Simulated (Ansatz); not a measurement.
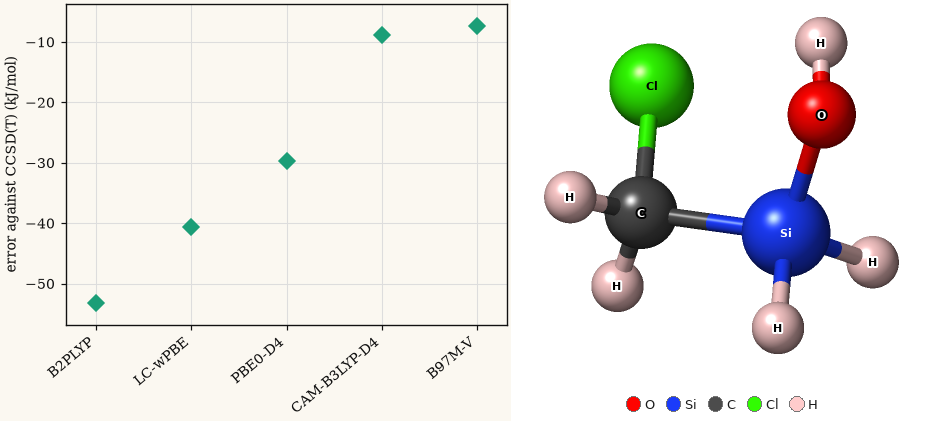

Error in the electronic atomisation energy (method less reference, so positive means overbinding) of CH₅ClOSi, SMILES O[SiH2]CCl: functionals in def2-TZVPP against frozen-core CCSD(T) at the limit (MP2 extrapolated from triple and quadruple zeta, plus CCSD(T) less MP2 in a smaller set), which gives 3121.3 kJ/mol, at a PBE0-D4/def2-TZVP geometry (a minimum by its frequencies), no zero-point or spin-orbit term, the Ansatz code 0.2.0. The reference leaves out core correlation, a term that grows with the number of heavy atoms. B2PLYP holds a correlation term that converges slowly with the basis, so part of the distance to the limit is basis error. No dispersion term is added to B2PLYP and LC-wPBE.

Q: What range do the values span?

A: From −53.2 kJ/mol (B2PLYP) to −7.4 kJ/mol (B97M-V).

Q: Which of these levels overbind, and which underbind?

A: Overbind: none clearly. Underbind: B2PLYP, LC-wPBE and PBE0-D4. Within 20 kJ/mol of zero, too close to call in view of what the reference leaves out: CAM-B3LYP-D4 and B97M-V.

Limits of at least one run: one conformer of a flexible molecule.
